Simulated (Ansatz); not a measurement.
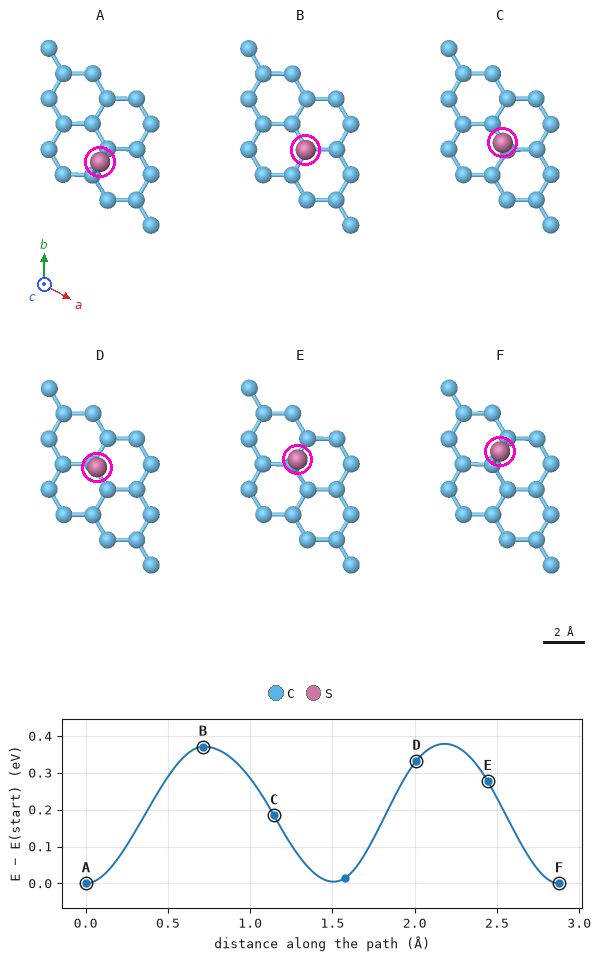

NEB run on S on graphene monolayer (19 atoms in the cell). Images are numbered from 0 (start) to 6 (end). Frames A to F are images 0, 1, 2, 4, 5, 6. Style: ball-and-stick. Shown: the simulation cell, with the vacuum cut short (origin moved), along the c axis. The moving atom is ringed, with any periodic copies. Bonds to atoms that aren't drawn are left out.

Theory: DFT PBE-D3(BJ), scalar-relativistic, plane waves, PAW in Ansatz. Run with plane-wave cutoff 420 eV; k-point mesh 2 × 2 × 1; Fermi-Dirac smearing 0.05 eV; spin collinear; 5 movable images; climbing image; force threshold 0.05 eV/Å; iteration limit 43; starting path by image-dependent pair potential.

What happens along the path, and what is the barrier?

The two ends have the same energy, and the highest point, image 1, lies 0.37 eV above the start. The profile has 2 maxima (images 1, 4) with a dip at image 3 (+0.01 eV), so the process runs in steps. The adsorbate starts on a hollow site and hops by a lattice vector of the surface; other mechanisms, such as exchange with a surface atom, weren't searched. The path has more than one stage, and so few images may leave a stage unresolved. The S atom travels furthest, 2.47 Å from end to end, on a path that bends up to 0.31 Å away from the straight line. At the highest image its nearest neighbour (C) is 1.94 Å away, against 1.92 Å at the start, and the surrounding atoms stand up to 0.15 Å off the mean of their end positions. Breaking: C–S (1.92 → 3.76 Å). Forming: C–S (3.76 → 1.92 Å). The band converged in 12 iterations. The climbing image converged on the top of the path. A check of its curvatures didn't confirm a first-order saddle.

Limits of the set-up: the periodic images lie only 7.4 Å apart, so the values are limited by the cell's size.
